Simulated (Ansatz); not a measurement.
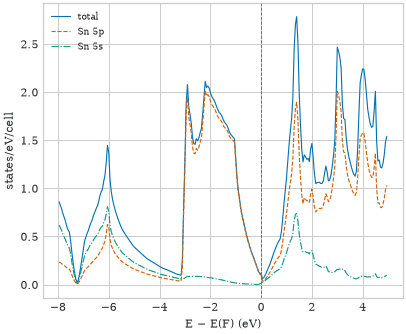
Figure: Total and projected density of states of Sn (diamond, space group No. 227), PBE (plane waves, PAW; program Ansatz)

Task: Which orbitals carry the states next to the Fermi level?

Result: Within 0.5 eV of the Fermi level: Sn 5p 82 %, Sn 5s 16 %. Projections are on Löwdin-orthogonalised atomic valence shells; empty p or d shells of many metals are not among them.

Task: Where is the tallest occupied peak in this window, and what makes it?

Result: Near -2.2 eV, about 2.1 states/eV per cell; the largest projected share is Sn 5p.

Space group Fd-3m (diamond). This is a known low-temperature phase of the composition, computed here at zero pressure and temperature. Symmetry was held in the PBE relaxation; its stability against distortions is not shown here. Spin–orbit coupling is left out wherever it is not named.

Potentials: the earlier of the program's two PAW sets.
